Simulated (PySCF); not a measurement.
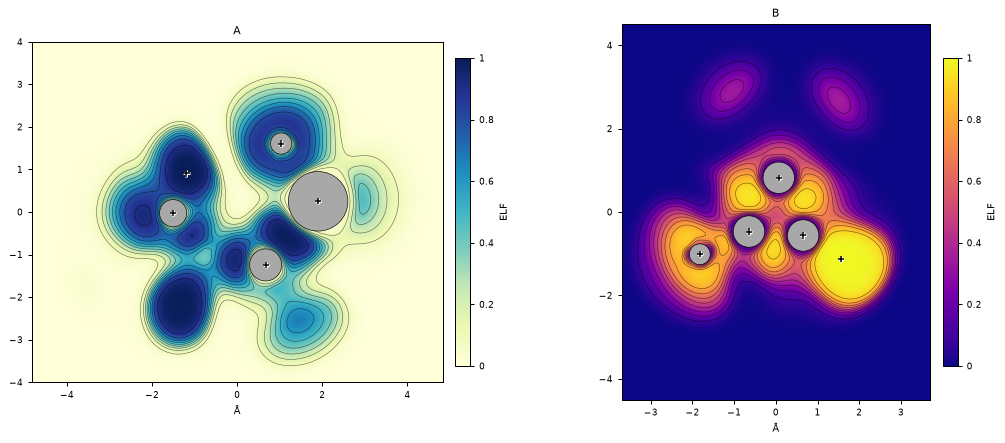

The ELF of 2 systems, each on a plane through atoms (crosses mark nuclei in the plane; grey discs cover the cores).

The calculation used PySCF 2.14.0, B3LYP/def2-SVPD, SCF density, gas phase.

System 1: C4HF5, the plane of atoms F1, C2 and C3. Geometry: GFN2-xTB.

```yaml
atoms:
  - { symbol: F, position_ang: [2.0584, 0.4570, -1.5135] }
  - { symbol: C, position_ang: [1.3206, 0.3989, -0.4459] }
  - { symbol: C, position_ang: [0.9660, 0.8585, 0.7218] }
  - { symbol: C, position_ang: [0.2552, -0.3702, 0.2251] }
  - { symbol: F, position_ang: [0.5517, -1.5891, 0.7881] }
  - { symbol: C, position_ang: [-1.1987, -0.3427, -0.2207] }
  - { symbol: F, position_ang: [-1.4819, 0.8446, -0.7782] }
  - { symbol: F, position_ang: [-1.4774, -1.2798, -1.1285] }
  - { symbol: F, position_ang: [-2.0479, -0.5092, 0.7959] }
  - { symbol: H, position_ang: [1.0629, 1.5368, 1.5332] }
```

System 2: C2H8F3NSi2 (SMILES F[SiH2]C(F)(F)CN[SiH3]), the plane of atoms F1, Si2 and C3. Geometry: GFN2-xTB.

```yaml
atoms:
  - { symbol: F, position_ang: [-1.5509, 1.2853, -1.1366] }
  - { symbol: Si, position_ang: [-2.2258, 0.0525, -0.3492] }
  - { symbol: C, position_ang: [-0.9316, -0.6180, 0.9276] }
  - { symbol: F, position_ang: [-1.6236, -1.0359, 2.0455] }
  - { symbol: F, position_ang: [-0.3710, -1.7735, 0.4380] }
  - { symbol: C, position_ang: [0.1920, 0.3178, 1.4033] }
  - { symbol: N, position_ang: [1.0340, 0.8149, 0.3626] }
  - { symbol: Si, position_ang: [2.2826, -0.1185, -0.3793] }
  - { symbol: H, position_ang: [-2.4867, -0.9672, -1.3448] }
  - { symbol: H, position_ang: [-3.3289, 0.6397, 0.3885] }
  - { symbol: H, position_ang: [0.8093, -0.2498, 2.1061] }
  - { symbol: H, position_ang: [-0.2882, 1.1415, 1.9445] }
  - { symbol: H, position_ang: [0.5768, 1.5100, -0.2054] }
  - { symbol: H, position_ang: [3.0599, -0.6608, 0.7346] }
  - { symbol: H, position_ang: [1.8337, -1.2090, -1.2529] }
  - { symbol: H, position_ang: [3.0107, 0.8799, -1.1587] }
```

**Match each panel to its system.**

Panel A is system 2, C2H8F3NSi2: the plane holds F, Si, C, N and H. Panel B is system 1, C4HF5: the plane holds F, C and H. C–F (1.30 Å): the ELF peaks at about 0.85 between the atoms (a polar covalent bond).
